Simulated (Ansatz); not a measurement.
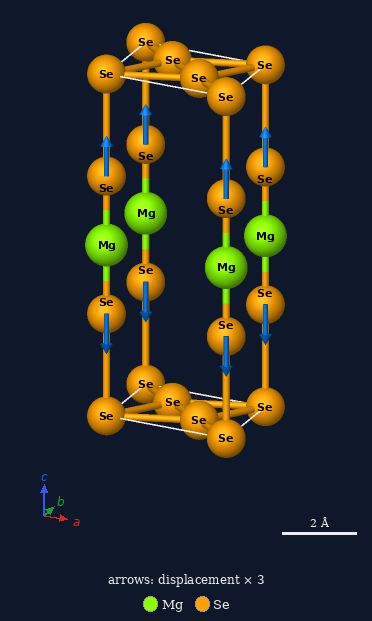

This is a relaxation of a crystal of MgSe5 (a generated structure, set up in P6/mmm) (coarse preliminary run). The starting structure is drawn; blue arrows show the displacements (the part carried along by the change of the cell is left out), 3 times their true length.

The picture is a ball-and-stick view of the cell of the calculation, seen slightly off an axis.

Computed with DFT PBE, scalar-relativistic, plane waves, PAW in Ansatz. Set-up: plane-wave cutoff 420 eV; k-point mesh 6 × 6 × 2; occupations gaussian; smearing width 0.1 eV; no spin polarisation; cell and atoms relaxed; force threshold 0.04 eV/Å; at most 70 steps.

Atoms of which element are displaced furthest, and by how much?

Answer. Selenium: up to 0.38 Å, against 0.00 Å for magnesium.

Describe the change and its energy.

Answer. After 5 accepted moves (6 points after the start) the energy has fallen by 712 meV per atom. The largest force component goes from 10 to 0.0043 eV/Å. The pressure goes from 16.82 to 0.02 GPa. At 1 point the geometry stayed and the basis and grid were re-selected for the new cell (energy shift of 0.4 meV per atom at most each time). The largest moves relative to the cell, 0.38 Å, are those of Se atoms. Mg stays in place. The volume changes by +22.8 %, with a = b 4.532 → 4.954 Å (+9.3 %), c 9.543 → 9.805 Å (+2.7 %). Some distances before and after: Mg–Se 1.922 → 2.352 Å, Se–Se 2.850 → 2.550 Å, Se–Se 2.616 → 2.860 Å. The space group stays P6/mmm (No. 191).
